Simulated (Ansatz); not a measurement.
GaH···H₂

Input

```
crystal:
  periodic: [false, false, false]
  atoms:
    - { symbol: Ga, position_ang: [-0.431297, 0.007161, -0.250085] }
    - { symbol: H, position_ang: [1.782501, -0.00125, 1.436552] }
    - { symbol: H, position_ang: [2.135364, -0.001251, 0.825944] }
    - { symbol: H, position_ang: [-1.907968, -0.004659, -1.100911] }
basis:
  gaussian: { orbitals: def2-TZVP }
hamiltonian:
  xc: pbe0
relax:
  f_tol: 0.03
  max_steps: 50
output:
  orbitals: {}
```

Run with:

```sh
ansatz run input.yaml --threads 1 --pin off --max-ram 2048MiB --backend cpu --events-out ev --progress --plain --runs-dir out
```

The fields are those of the run's last geometry, not of the input's.

Method: RKS PBE0/def2-TZVP (Ansatz).

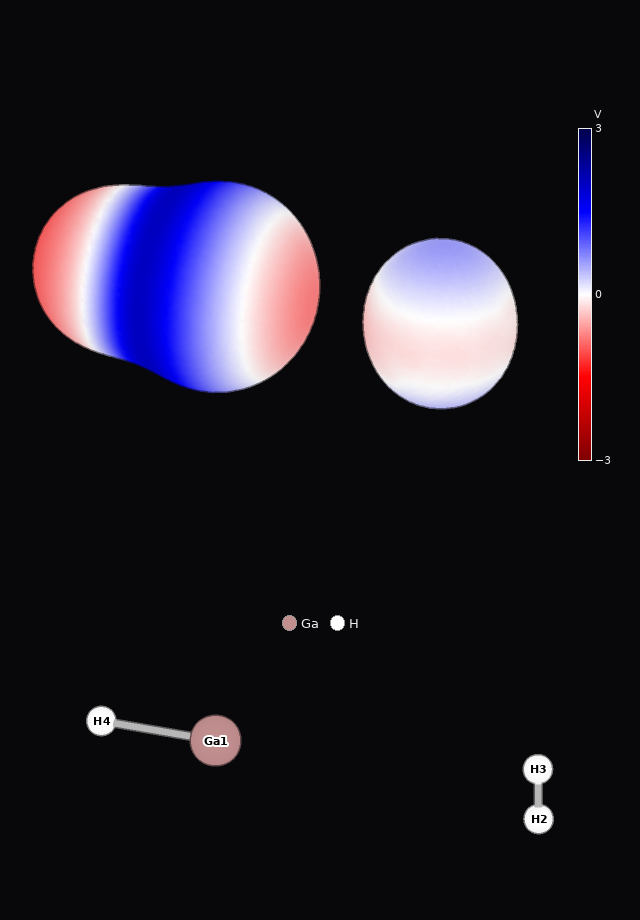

Figure 1. The molecular electrostatic potential painted on the density surface at 0.002 e/bohr³, seen at a tilt; the colour scale runs from red (negative) to blue (positive). The bare structure is drawn below in the same view.

**Describe the electrostatic potential map.**

The most negative region (about −1.0 V, or −23 kcal/mol for a unit charge) lies over H4, the most positive (about +2.0 V, or +46 kcal/mol for a unit charge) over Ga1.

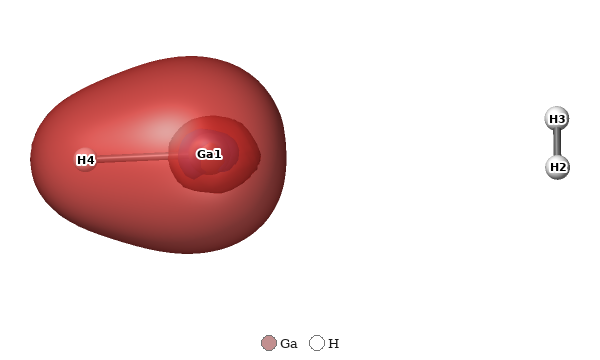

Figure 2. The HOMO−1 at ±0.15 Å⁻³ᐟ² (blue and red are the two phases), seen at a tilt.

**Where does this orbital lie, and at what energy?**

It lies mainly on Ga1 (about 75 %) and H4 (about 25 %); it is symmetric in the molecular plane (an in-plane orbital: σ, lone-pair or in-plane π type). Its energy is −10.84 eV.

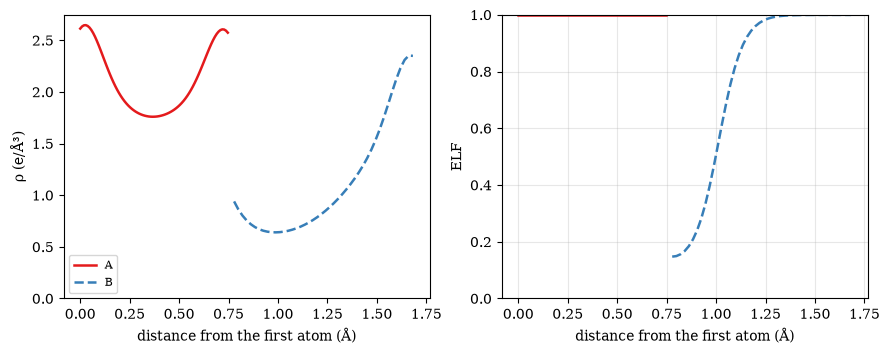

Figure 3. Electron density and electron localisation function along straight lines between neighbouring atoms. The curves leave out the atomic cores.

**Which curve belongs to which contact (Ga–H and H–H)? The first atom named is at distance zero.**

Curve A: H–H (0.75 Å): ρ is about 1.8 e/Å³ halfway; the ELF peaks at about 1 between the atoms. Curve B: Ga–H (1.68 Å): ρ is about 0.76 e/Å³ halfway; the ELF climbs to about 1 towards the hydrogen.

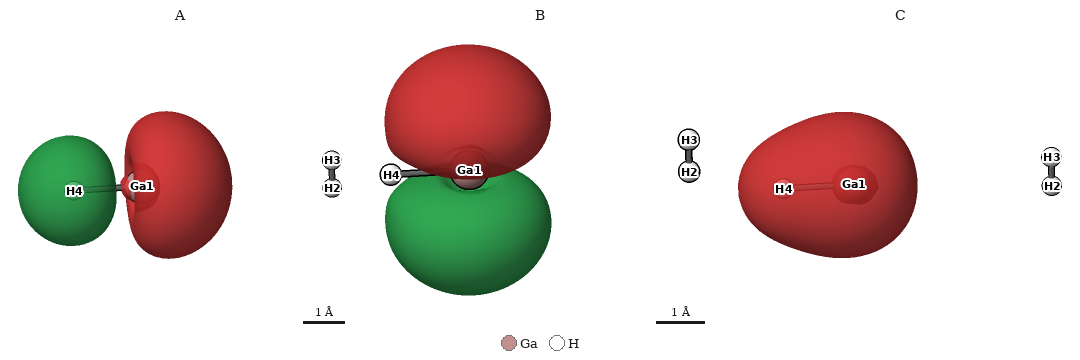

Figure 4. Three frontier orbitals at ±0.08 Å⁻³ᐟ² (green and red are the two phases), in no order.

**Order the three orbitals by energy and name them.**

C is the HOMO−1 (−10.84 eV). It lies mainly on Ga1 (about 75 %) and H4 (about 25 %); it is symmetric in the molecular plane (an in-plane orbital: σ, lone-pair or in-plane π type). A is the HOMO (−5.93 eV). Its weight (Hirshfeld) is mainly on Ga1 (about 70 %) and H4 (about 30 %); it is symmetric in the molecular plane (an in-plane orbital: σ, lone-pair or in-plane π type). B is the LUMO (−1.70 eV). It lies mainly on Ga1 (about 95 %); it is symmetric in the molecular plane (an in-plane orbital: σ, lone-pair or in-plane π type).

**What is the HOMO–LUMO gap?**

4.23 eV between the orbital energies.
